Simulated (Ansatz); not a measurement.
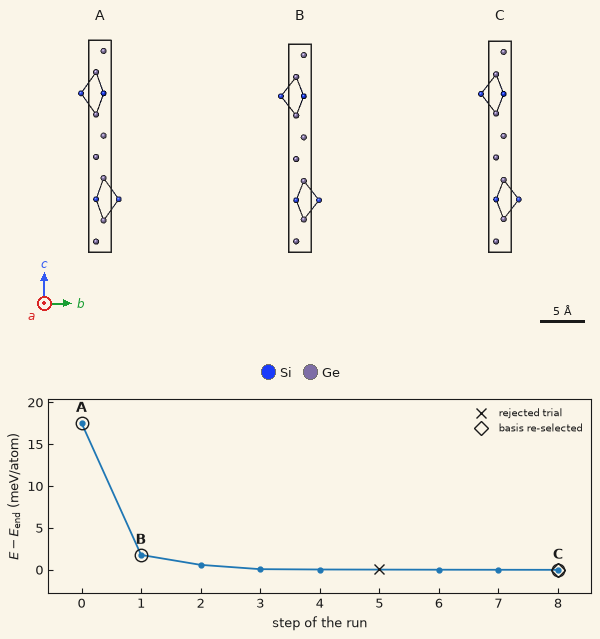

Frames of a relaxation of crystalline SiGe₄ (a generated structure, set up in P6_3/mmc), marked on the history of the run. A ball-and-stick model of the cell of the calculation, seen along the a axis.

The calculation used DFT PBE, scalar-relativistic, plane waves, PAW in Ansatz 0.2.0. Set-up: plane-wave cutoff 420 eV; k-point mesh 12 × 12 × 2; occupations gaussian; smearing width 0.1 eV; no spin polarisation; cell and atoms relaxed; force threshold 0.01 eV/Å; at most 80 steps.

**Describe the path.**

The largest moves relative to the cell, 0.17 Å, are those of Ge atoms. Si stays in place. The volume changes by +0.1 %, with a = b 2.973 → 2.981 Å (+0.3 %), c 24.126 → 24.035 Å (−0.4 %). Near-neighbour distances that change, for instance: Ge–Si 2.961 → 2.819 Å. The space group stays P6_3/mmc (No. 194). After 6 accepted moves (8 points after the start) the energy has fallen by 17.5 meV per atom. The largest force component goes from 0.41 to 0.00055 eV/Å. Pressure: 0.12 GPa at the start and 0.00 GPa at the end. The line search rejected the trial step at point 5 of the run. At 1 point the geometry stayed and the basis and grid were re-selected for the new cell (energy shift of less than 0.05 meV per atom at most each time). The run took 4.3 min on 1 thread of Intel(R) Xeon(R) Processor @ 2.70GHz, on a shared host, peak memory 0.69 GiB. From step 0 to 1: Ge atoms move most (0.17 Å), volume +0.3 %, energy −15.8 meV per atom. From step 1 to 8: Ge atoms move most (0.03 Å), volume −0.2 %, energy −1.8 meV per atom.
